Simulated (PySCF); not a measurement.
# FHSi, triplet, SMILES `F[SiH]`: electronic structure

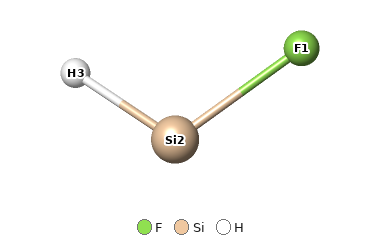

The molecule, with its atoms numbered as below. No frequency check shows the geometry to be a minimum.

Coordinates in Å:

```
F1      -1.0464   -0.0488    0.0000
Si2      0.5877    0.1166    0.0000
H3       1.1892   -1.1929    0.0000
```

Part 1: Bonding charge

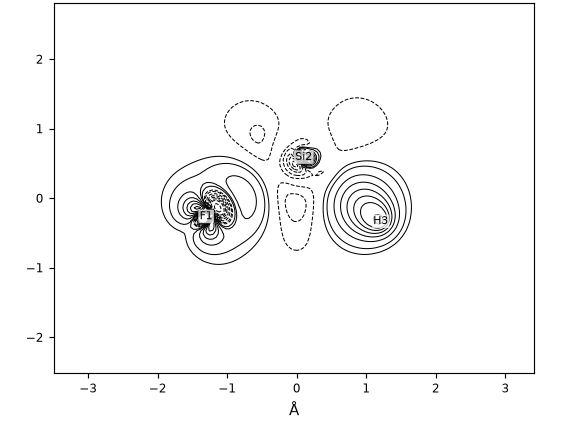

Deformation density (molecule less spherical, spin-averaged free atoms) in the molecular plane; contours at ±0.05 to ±0.8 e/Å³; solid lines: gain, dashed lines: loss.

Method: M06-2X/cc-pVTZ; geometry: GFN2-xTB; program: PySCF. The stability of the open-shell solution wasn't checked. This spin state may not be the molecule's ground state. GFN2-xTB doesn't know the spin state, so this open-shell geometry is rough.

**How much density has each bond in this plane gained at its critical point, relative to the free atoms?**

Si2–H3: +0.24 e/Å³ at the bond critical point (bond length 1.44 Å, Mayer order 1.0). F1–Si2: +0.05 e/Å³ at the bond critical point (bond length 1.64 Å, Mayer order 1.1); up to 0.6 Å beside the axis the gain reaches +0.28 e/Å³. In all, 0.7 electrons gather in the regions of gain relative to the promolecule. A small or negative value marks a very polar bond, one between electron-rich atoms, whose free-atom densities already overlap strongly, a long bond to a heavier atom, or a closed-shell contact such as a hydrogen bond.

Part 2: Electrostatic potential

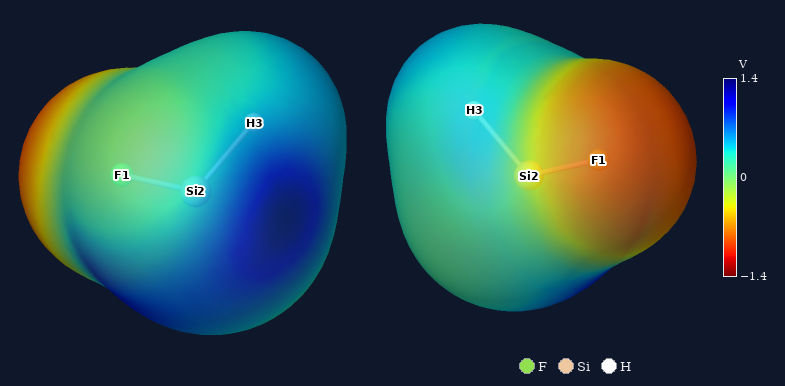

Electrostatic potential on the surface of electron density 0.001 a.u. (back view left, front view right).

**Where are the extremes of the potential on the surface?**

Highest: 1.37 V, off the Si2–H3 bond (2.1 Å from its atoms). Further maxima include 0.97 V, 2.1 Å from Si2. Lowest: −0.94 V, 1.6 Å from F1. Further minima include 0.05 V, off the molecular plane, over Si2 (2.4 Å), and at like points elsewhere. The surface is sampled at points, so like sites can differ by a few per cent and only the strongest of them is named.

**What volume does the surface enclose, and what is the dipole moment?**

About 61 Å³; the dipole moment is 1.6 D.

Part 3: Spin density

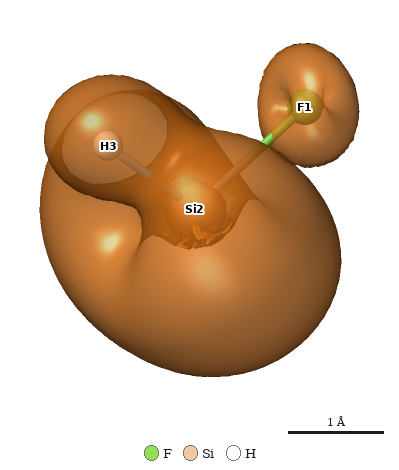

Spin density ρα − ρβ at ±0.03 e/Å³ (orange: excess α, blue: excess β).

**Give the atomic spin populations that go with this picture.**

Hirshfeld spin populations: Si2 +1.69, H3 +0.19 and F1 +0.12. ⟨S²⟩ = 2.00, as for a pure state.

Part 4: In an electric field

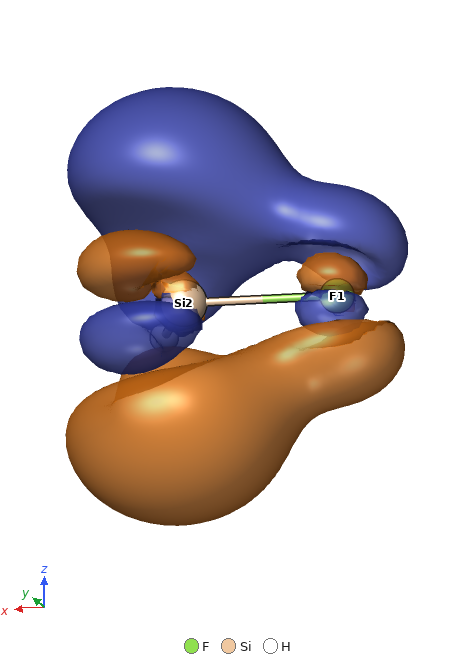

Change of the electron density in a uniform field of 0.41 V/Å, surfaces at ±0.002 e/Å³ (orange: gain, blue: loss).

PySCF calculation, PBE0/def2-SVPD, gas phase; geometry: GFN2-xTB. The stability of the open-shell solution wasn't checked. This spin state may not be the molecule's ground state. GFN2-xTB doesn't know the spin state, so this open-shell geometry is rough.

**Along which Cartesian direction does the field point?**

Along +z: electrons gather on the −z side, against the field.

**What dipole is induced, and what polarisability does it imply?**

The induced dipole is 0.68 D (along the field); α along this axis, from the fields in both directions, is 34 bohr³ (5.0 Å³).

**Which atoms gain and lose the most charge?**

Hardly any: no atom's Hirshfeld charge changes by as much as 0.002 e. The density shifts from one side of each atom to the other; 0.058 electrons are displaced in all.

The PySCF runs shown took 14 s and 15 s on 1 thread of Intel(R) Xeon(R) Processor @ 2.70GHz (shared host).
